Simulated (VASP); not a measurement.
# Hf (Hafnium) with r2SCAN + rVV10: from relaxation to properties, part 2 of 2

What structure and properties does r2SCAN + rVV10 give Hf (Hafnium), and how near are they to the measured ones? The start is a cell from a database of measured crystal structures.

VASP 6.6.1; r2SCAN with rVV10; plane waves and PAW (Hf_pv).

Still holding for the runs below: The k-mesh is coarse for a metal.

So far. Step 13 (Volume scan with r2SCAN + rVV10 (run 6)): The run ends at a pressure of -4.34 GPa.

**14. Volume scan with r2SCAN + rVV10 (run 7)**

A prediction first. A parabola through the 6 pressures of evenly scaled cells so far, P = 0.01 -118.2 t +186 t² GPa with t = ln(V/V₁) and V₁ the volume at scale 1, gives -6.25 GPa at t = +0.0583.

INCAR reads:

```
SYSTEM = Hf
PREC = Accurate
ENCUT = 400
EDIFF = 1E-06
NELM = 100
ISMEAR = 1
SIGMA = 0.2
LREAL = .FALSE.
ALGO = Normal
METAGGA = R2SCAN
LUSE_VDW = .TRUE.
IVDW_NL = 2
BPARAM = 11.95
CPARAM = 0.0093
LASPH = .TRUE.
NBANDS = 16
LORBIT = 11
LWAVE = .FALSE.
LCHARG = .FALSE.
KPAR = 2
ISIF = 2
```

POSCAR reads:

```
Hf
1.0
    3.2489210187      0.0000000000      0.0000000000
   -1.6244605093      2.8136481370      0.0000000000
    0.0000000000      0.0000000000      5.1205778896
Hf
2
Direct
    0.3333333333      0.6666666667      0.2500000000
    0.6666666667      0.3333333333      0.7500000000
```

KPOINTS reads:

```
Automatic mesh
0
Gamma
8 8 5
0 0 0
```

The projector-augmented-wave data sets are Hf_pv (PBE family, release 64).

Command:

```
$ mpirun -np 2 vasp_std
```

The job ended after 40 s (2 MPI ranks of Intel Xeon 6975P-C (Granite Rapids), shared host; peak memory 0.49 GiB; 69 s of CPU time).

The pressure falls from -4.34 to -6.24 GPa. The parabola predicted -6.25 GPa, -0.01 GPa off.

**15. Side by side**

Times are for 2 MPI ranks of Intel Xeon 6975P-C (Granite Rapids), shared host. The series side by side:

```
no.  volume scale  energy above the lowest point (meV/atom)  pressure (GPa)  time  memory (GiB)
  1          0.94                                     33.55           8.033  32 s          0.39
  2          0.96                                      14.9           5.142  42 s          0.46
  3          0.98                                      3.89           2.473  44 s          0.48
  4             1                                         0        0.004352  46 s          0.48
  5          1.02                                      2.71          -2.267  43 s          0.47
  6          1.04                                     11.52          -4.344  38 s          0.48
  7          1.06                                     25.88          -6.240  40 s          0.49
```

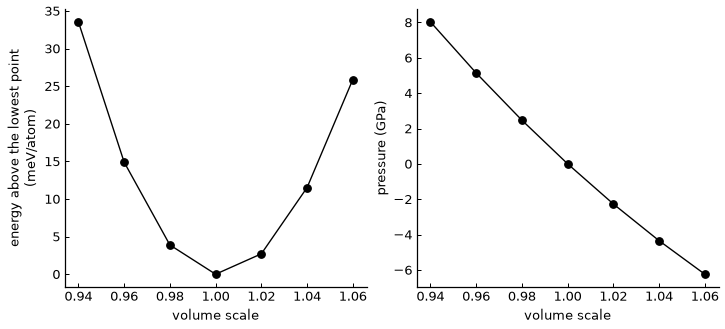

The series as plots.

**16. Fit for r2SCAN + rVV10**

This step: Birch-Murnaghan fit, r2SCAN with rVV10; plane waves and PAW (VASP 6.6.1).

No new run; the numbers come from the runs before.

This step gave:

- pressure derivative of the bulk modulus: 2.928
- r.m.s. error of the fit: 1.52e-5 eV/atom
- minimum inside the sampled range: yes
- bulk modulus: 118.7 GPa
- equilibrium volume of the fit: 22.11 Å³/atom

Energy above the fitted minimum against volume:

| volume (Å³/atom) | energy above the fitted minimum (eV/atom) |
| --- | --- |
| 20.75 | 0.0336 |
| 21.20 | 0.0149 |
| 21.64 | 0.00389 |
| 22.08 | 8.7e-7 |
| 22.52 | 0.00271 |
| 22.96 | 0.0115 |
| 23.40 | 0.0259 |

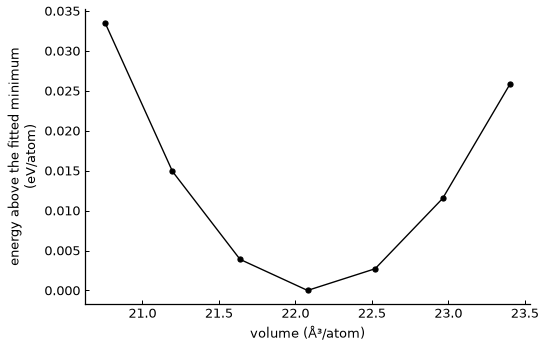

Energy above the fitted minimum against volume.

The fitted volume lies +0.15 % from the relaxed one. At a finite cutoff and mesh the minimum of the energy and the zero of the stress don't quite coincide, and the relaxation stops at a threshold.

**17. Electric field gradients (r2SCAN + rVV10)**

This step: r2SCAN with rVV10; plane waves and PAW (Hf_pv) (VASP 6.6.1).

Field gradients probe how far the charge around each nucleus departs from cubic symmetry; LASPH keeps the non-spherical terms inside the spheres.

INCAR: that of step 14 with these lines changed.

```diff
@@ -3,3 +3,3 @@
 ENCUT = 400
-EDIFF = 1E-06
+EDIFF = 1E-07
 NELM = 100
@@ -20,2 +20,2 @@
 KPAR = 2
-ISIF = 2
+LEFG = .TRUE.
```

POSCAR reads:

```
Hf
1.0
    3.1864262073      0.0000000000      0.0000000000
   -1.5932131036      2.7595260428      0.0000000000
    0.0000000000      0.0000000000      5.0220807124
Hf
2
Direct
    0.3333333333      0.6666666667      0.2500000000
    0.6666666667      0.3333333333      0.7500000000
```

KPOINTS is that of step 14.

Command:

```
$ mpirun -np 2 vasp_std
```

Run time: 37 s. Hardware: 2 MPI ranks; peak memory 0.48 GiB.

Numbers from this step:

| Quantity | Value |
| --- | --- |
| SCF cycles | 14 |
| free energy (TOTEN) | -89.9604 eV |
| energy at zero smearing | -89.9636 eV |
| Fermi energy | 4.941 eV |
| pressure | 0.008744 GPa |

Electric field gradients, by row:

```csv
atom,Vxx (V/Å²),Vyy (V/Å²),Vzz (V/Å²),asymmetry
Hf1,-40.17,-40.17,80.35,0
Hf2,-40.17,-40.17,80.35,0
```

The largest gradient, 80.35 V/Å², sits on Hf1 and like sites; times the quadrupole moment of a nucleus that has one, it gives the coupling that NMR and NQR see.

**18. Outcome**

- relaxed volume: 22.08 Å³/atom
- relaxed conventional cell a, b, c: 3.186, 3.186, 5.022 Å; angles 90.0, 90.0, 120.0°
- space group after relaxing, within 0.02 Å: P6_3/mmc (No. 194)
- band gap: none, a metal
- DOS at the Fermi level: 1.24 states/eV/cell
- highest zone-centre mode: 97.2 cm⁻¹
- bulk modulus from the fit: 119 GPa
- volume from the fit: 22.1 Å³/atom
- largest field gradient Vzz: 80.35 V/Å² on Hf1

In words: With r2SCAN + rVV10, Hf (Hafnium) relaxes to 22.08 Å³/atom in space group P6_3/mmc (held by the symmetry of the run), comes out as a metal and has a bulk modulus of 119 GPa at fixed shape and positions, an upper bound. Against the listed cell the volume lies -1.3 % (a -0.3 %, c -0.7 %). Band structure (r2SCAN + rVV10): Of the bands kept, 4 cross the Fermi level on this path. Zone-centre phonons (r2SCAN + rVV10): The highest mode in this list at Γ lies at 97.2 cm⁻¹. The scan held shape and positions, so its modulus is an upper bound, and a miss against the measured one is not the functional's alone. Spin-orbit coupling is left out, and with elements this heavy it would split and shift bands near the Fermi level. The k-sampling is coarse for a metal, so the Fermi level, pressures and the shape of the cell carry errors. Modes at Γ alone can't show that the crystal is stable at other wave vectors. No search among competing phases was made. All values are for a static lattice at zero temperature.

Calculation against experiment:

| quantity | measured | Birch-Murnaghan fit, r2SCAN with rVV10 |
| --- | --- | --- |
| bulk modulus (GPa) | 112.9 | 119 (+5.1 %) |

Measured values from arxiv:1405.0345 (2014).

Verdict: The bulk modulus is off by +5.1 %: fair agreement. The grades are ours: good and fair within 5 and 12 % for the bulk modulus. For bulk modulus the calculation has a static lattice, without zero-point motion or thermal expansion.

[Lines on the potential files, build, host, timing and source positions are cut from VASP's logs without a mark.]

[Logs are printed without paths, hosts, clocks, repeated set-up lines and the standing remarks that a program may print on its own settings, such as how far it seeks lower states.]

[Hosts, paths, dates, database ids (printed as entryN), source tags and the programs' standing remarks are cut or masked in the printed files.]

[A measured line is paired with the nearest computed mode of its activity, which favours agreement.]
